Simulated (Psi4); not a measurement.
**doublet CH3In−: levels of theory compared**

We compute a comparison of 3 runs (U-wB97X/def2-SVPD, UBHLYP/def2-SVPD, UDSD-PBEP86/def2-SVPD) of doublet CH3In−. 

Program for the calculation: Psi4 1.11.

7 further runs of the same task are left out: 7 that didn't finish.

## (1) The system as given

CH3In− has 5 atoms, charge -1, and is taken as a doublet. SMILES of the parent species: `C[In]`. Geometry: relaxed at PBE0-D4/def2-TZVP. That shape belongs to the parent species and isn't relaxed for this state.

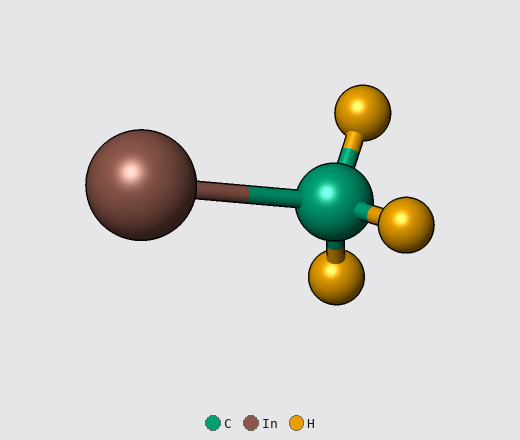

The structure, seen from a chosen angle (carbon teal, indium brown, hydrogen amber).

## (2) The energy at U-wB97X/def2-SVPD (core potential) (run 1)

The input, input.dat:

```
memory 2200 mb

molecule {
  -1 2
  C     -0.182770     0.073150    -0.070580
  In     1.772750    -0.709460     0.684610
  H     -0.972960    -0.040920     0.680150
  H     -0.502560    -0.460530    -0.972760
  H     -0.114460     1.137770    -0.321410
  symmetry c1
  no_reorient
  no_com
}

set {
  basis def2-SVPD
  reference uks
  puream true
  e_convergence 1e-09
  d_convergence 1e-08
  scf_type pk
  dft_radial_points 99
  dft_spherical_points 590
  maxiter 100
}

energy_value, wavefunction = energy("wb97x", return_wfn=True)
oeprop(wavefunction, "MAYER_INDICES", "DIPOLE", "LOWDIN_CHARGES")
print_variables()
```

Started as:

```console
$ psi4 -i input.dat -o output.dat -n 1
```

output.dat:

```text
[...]
    !!!  WARNING: ECP capability is in beta. Please check occupations closely.  !!!
[...]
  Running in c1 symmetry.
[...]
  Nuclear repulsion =   51.184425989980888
[...]
  Multiplicity = 2
[...]
  Nalpha       = 16
  Nbeta        = 15
[...]
    Number of basis functions: 76
[...]
   @UKS iter   1:  -229.66036999632303   -9.14851e-01   9.71803e-03 ADIIS/DIIS
[...]
   @UKS iter  14:  -230.01752308502051   -1.16529e-11   6.02764e-09 DIIS
[...]
   @S^2 Observed:                7.531441886E-01
[...]
  @UKS Final Energy:  -230.01752308502051
   => Energetics <=
    Nuclear Repulsion Energy =             51.1844259899808876
    One-Electron Energy =                -495.8779793605535815
    Two-Electron Energy =                 230.5446253611137877
    DFT Exchange-Correlation Energy =     -15.8685950755615739
    Empirical Dispersion Energy =           0.0000000000000000
    VV10 Nonlocal Energy =                  0.0000000000000000
    Total Energy =                       -230.0175230850205139
[...]
 Multipole Moments:
 ------------------------------------------------------------------------------------
     Multipole            Electronic (a.u.)      Nuclear  (a.u.)        Total (a.u.)
 ------------------------------------------------------------------------------------
 L = 1.  Multiply by 2.5417464519 to convert [e a0] to [Debye]
 Dipole X            :        -68.5357871           65.2733136           -3.2624736
 Dipole Y            :         27.3952219          -26.1225157            1.2727062
 Dipole Z            :        -26.4461108           25.2076426           -1.2384682
 Magnitude           :                                                    3.7144742
[...]
```

Run time: 34 s. Hardware: 1 thread of Intel Xeon at 2.50GHz (Skylake/Cascade Lake), shared host; peak memory 0.91 GiB.

## (3) Energy and forces at UBHLYP/def2-SVPD (core potential) (run 2)

The input, ch3in.inp:

```
memory 2.2 GB

molecule system {
  -1 2
  C     -0.182770     0.073150    -0.070580
  In     1.772750    -0.709460     0.684610
  H     -0.972960    -0.040920     0.680150
  H     -0.502560    -0.460530    -0.972760
  H     -0.114460     1.137770    -0.321410
  symmetry c1
}

set reference uks
set puream true
set e_convergence 1e-09
set d_convergence 1e-08
set scf_type pk
set dft_radial_points 99
set dft_spherical_points 590
set maxiter 100

e_tot, wfn = gradient('bhhlyp/def2-SVPD', return_wfn=True)
print_variables()
```

Started as:

```console
$ psi4 -n 1 ch3in.inp ch3in.out
```

ch3in.out:

```text
[...]
    !!!  WARNING: ECP capability is in beta. Please check occupations closely.  !!!
[...]
  Running in c1 symmetry.
[...]
  Nuclear repulsion =   51.184425989980873
[...]
  Multiplicity = 2
[...]
  Nalpha       = 16
  Nbeta        = 15
[...]
    Number of basis functions: 76
[...]
   @UKS iter   1:  -229.48654844036793   -7.30199e-01   1.03073e-02 DIIS/ADIIS
[...]
   @UKS iter  52:  -229.88931230021694   -5.80656e-11   5.08825e-09 DIIS
[...]
   @S^2 Observed:                7.559919389E-01
[...]
  @UKS Final Energy:  -229.88931230021694
   => Energetics <=
    Nuclear Repulsion Energy =             51.1844259899808733
    One-Electron Energy =                -496.0364624728346143
    Two-Electron Energy =                 227.1826651023023658
    DFT Exchange-Correlation Energy =     -12.2199409196655626
    Empirical Dispersion Energy =           0.0000000000000000
    VV10 Nonlocal Energy =                  0.0000000000000000
    Total Energy =                       -229.8893123002169432
[...]
  -Total Gradient:
     Atom            X                  Y                   Z
    ------   -----------------  -----------------  -----------------
       1        0.011422153142    -0.001640815605     0.007875945962
       2       -0.014759979536     0.005297778396    -0.006421271724
       3        0.001379573496    -0.000992135566    -0.001606597073
       4        0.001466060261    -0.000448977093     0.000721849569
       5        0.000492620381    -0.002216054176    -0.000569705769
[...]
```

Run time: 2.1 min. Hardware: 1 thread of Intel Xeon at 2.50GHz (Skylake/Cascade Lake), shared host; peak memory 0.88 GiB.

## (4) The energy at UDSD-PBEP86/def2-SVPD (core potential, density fitting for correlation) (run 3)

The input, ch3in.xyz:

```xyz
5
CH3In
C     -0.182770     0.073150    -0.070580
In     1.772750    -0.709460     0.684610
H     -0.972960    -0.040920     0.680150
H     -0.502560    -0.460530    -0.972760
H     -0.114460     1.137770    -0.321410
```

The input, ch3in_ase.py:

```python
import numpy as np
from ase.calculators.psi4 import Psi4
from ase.io import read

atoms = read('ch3in.xyz')
calc = Psi4(atoms=atoms, method='dsd-pbep86', basis='def2-SVPD', memory='2200MB', num_threads=1, charge=-1, multiplicity=2, label='ch3in', reference='uks')
calc.psi4.set_options({'puream': True, 'e_convergence': 1e-09, 'd_convergence': 1e-08, 'scf_type': 'pk', 'dft_radial_points': 99, 'dft_spherical_points': 590, 'num_frozen_docc': 5, 'maxiter': 100})
atoms.calc = calc

print(f'energy: {atoms.get_potential_energy():.6f} eV')
```

Started as:

```console
$ python ch3in_ase.py
```

ch3in.dat:

```text
[...]
    !!!  WARNING: ECP capability is in beta. Please check occupations closely.  !!!
[...]
  Running in c1 symmetry.
[...]
  Nuclear repulsion =   51.184425989980873
[...]
  Multiplicity = 2
[...]
  Nalpha       = 16
  Nbeta        = 15
[...]
    Number of basis functions: 76
[...]
   @UKS iter   1:  -229.01014114133750   -8.64072e-01   8.83524e-03 ADIIS/DIIS
[...]
   @UKS iter  57:  -229.31705152134015    2.49713e-10   2.13005e-09 DIIS
[...]
   @S^2 Observed:                7.643647809E-01
[...]
  @UKS Final Energy:  -229.31705152134015
   => Energetics <=
    Nuclear Repulsion Energy =             51.1844259899808733
    One-Electron Energy =                -495.8207550262715131
    Two-Electron Energy =                 222.0843287913166364
    DFT Exchange-Correlation Energy =      -6.7650512763661430
    Empirical Dispersion Energy =           0.0000000000000000
    VV10 Nonlocal Energy =                  0.0000000000000000
    Total Energy =                       -229.3170515213401472
[...]
 Multipole Moments:
 ------------------------------------------------------------------------------------
     Multipole            Electronic (a.u.)      Nuclear  (a.u.)        Total (a.u.)
 ------------------------------------------------------------------------------------
 L = 1.  Multiply by 2.5417464519 to convert [e a0] to [Debye]
 Dipole X            :         21.5627405          -21.9500307           -0.3872902
 Dipole Y            :         -8.6531132            8.7845070            0.1313937
 Dipole Z            :          8.2993083           -8.4767504           -0.1774422
 Magnitude           :                                                    0.4458069
[...]
```

On the terminal:

```text
energy: -6243.561180 eV
```

Run time: 84 s. Hardware: 1 thread of Intel Xeon at 2.50GHz (Skylake/Cascade Lake), shared host; peak memory 0.89 GiB.

## (5) Overview of the runs

```csv
run,level,task,properties,energy (Eh),HOMO energy (eV),LUMO energy (eV),⟨S²⟩,wall time
1,U-wB97X/def2-SVPD (core potential),energy,"(mayer, dipole, lowdin)",-230.017523,0.15,4.71,0.753,34 s
2,UBHLYP/def2-SVPD (core potential),gradient,–,-229.889312,1.29,3.99,0.756,2.1 min
3,"UDSD-PBEP86/def2-SVPD (core potential, density fitting for correlation)",energy,–,-229.446643,0.63,4.57,0.764,84 s
```

## (6) Summary of results

| quantity | value |
| --- | --- |
| run 3: total energy | -229.44664 Eh |
| run 3: HOMO energy (SCF part's orbitals) (highest over α and β) | 0.63 eV |
| run 3: LUMO energy (SCF part's orbitals) (lowest over α and β) | 4.57 eV |
| run 3: ⟨S²⟩ | 0.764 |

What this shows: Totals of different functionals can't be ranked against each other. In runs 1, 2, 3 the HOMO lies above zero, so the outermost electron may be held by the basis alone. All runs together took 4.1 min, the longest 2.1 min.
